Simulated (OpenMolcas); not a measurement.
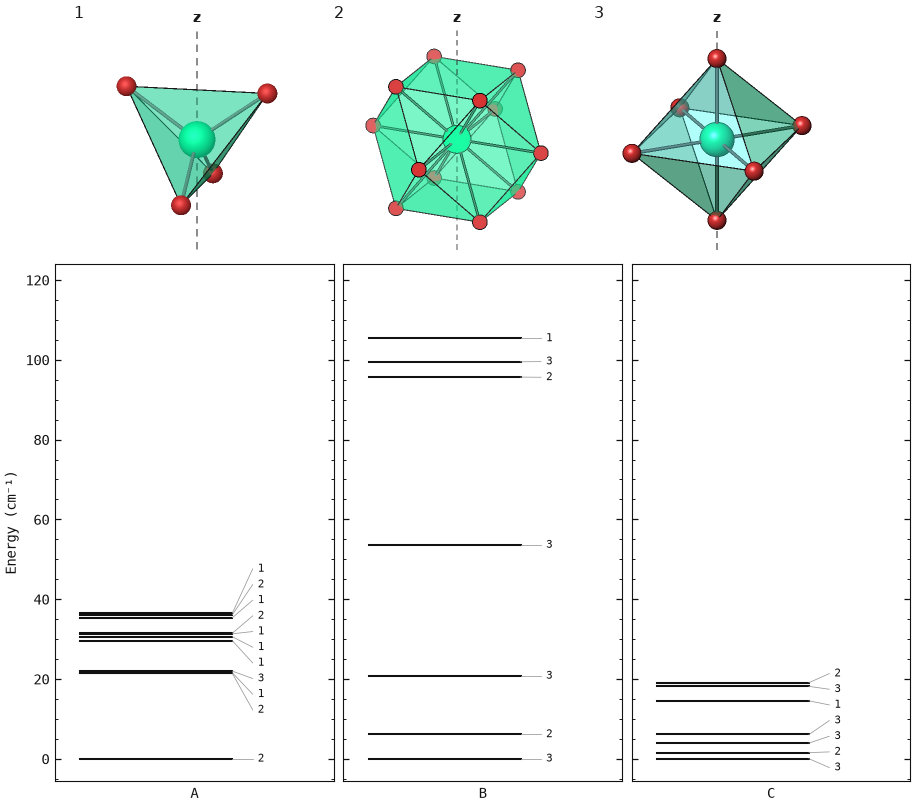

Ho³⁺ (4f¹⁰) among point charges in three arrangements (top) and its lowest levels in each (bottom, numbers are degeneracies). Computed with OpenMolcas: state-averaged CASSCF, active space 10 electrons in the shell 4f, basis ANO-RCC-VDZP, DKH2 scalar Hamiltonian, spin-orbit coupling by RASSI with atomic mean-field integrals.

(1) 4 point charges of −2 e at 2.4 Å, arranged as: tetrahedron (Td)
(2) 12 point charges of −1 e at 3.19 Å, arranged as: cuboctahedron (Oh)
(3) 6 point charges of −0.25 e at 2.63 Å, arranged as: tetragonal octahedron (D4h), axial distortion 0.94

Match the level schemes to the arrangements.

Answer. A is (3). The ground level is doubly degenerate, 94 % from states of spin multiplicity 5, effective J = 8.00, with |mJ| = 8 the largest share (100 %). Its principal g values are 0.00, 0.00 and 19.89, easy-axis. The next level lies at 21 cm⁻¹ (E). B is (1). The ground level is T₂, 3-fold degenerate, 94 % from states of spin multiplicity 5, effective J = 8.00, with |mJ| = 5 the largest share (55 %). The next level lies at 6.1 cm⁻¹ (E). C is (2). The ground level is T₂, 3-fold degenerate, 94 % from states of spin multiplicity 5, effective J = 8.00, with |mJ| = 7 the largest share (29 %). The next level lies at 1.5 cm⁻¹ (E).

Caveat: high states of lower spin left out of the spin-orbit mixing; point charges have no covalency; spin-free states above about 46,000 cm⁻¹ are left out of the spin-orbit step.
